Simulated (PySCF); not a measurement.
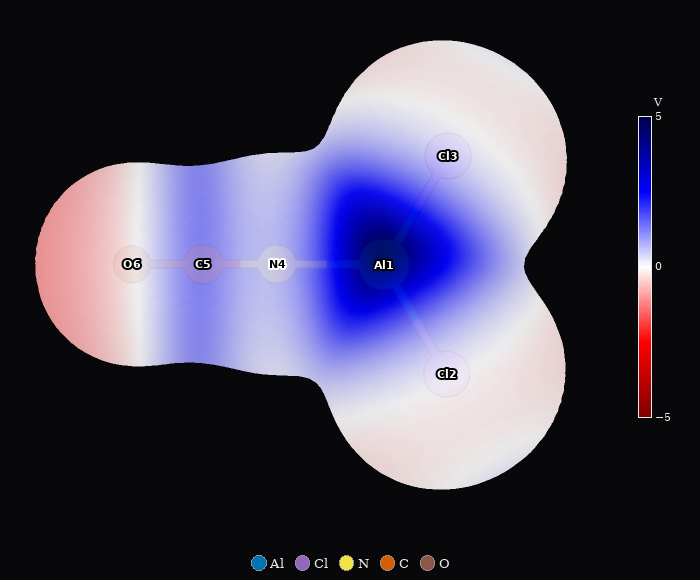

CAlCl2NO (SMILES O=C=[N][Al]([Cl])[Cl]). The electrostatic potential painted on the density surface at 0.002 e/bohr³, seen across its widest extent; the colour scale runs from red (negative) to blue (positive).

Geometry: PBE0-D3(BJ)/def2-SVP.

These are results of PySCF, PBE0/pcSseg-1 Al:pcSseg-2, SCF density, gas phase, non-relativistic, not measurements.

```xyz
6

Al    0.5589    0.9664   -0.0386
Cl    2.6363    0.9860    0.0125
Cl   -0.4944    2.7535   -0.1606
N    -0.3022   -0.5603    0.0122
C    -0.8855   -1.6115    0.0394
O    -1.4498   -2.6302    0.0658
```

Which sites attract a positive test charge, and which a negative one?

Answer. A positive charge is drawn to the negative regions and a negative charge to the positive ones. The most negative region (about −0.9 V, or −21 kcal/mol for a unit charge) lies over O6, the most positive (about +4.5 V, or +104 kcal/mol for a unit charge) over Al1.

How polar is the molecule by this calculation?

Answer. Its dipole moment is 0.55 D.
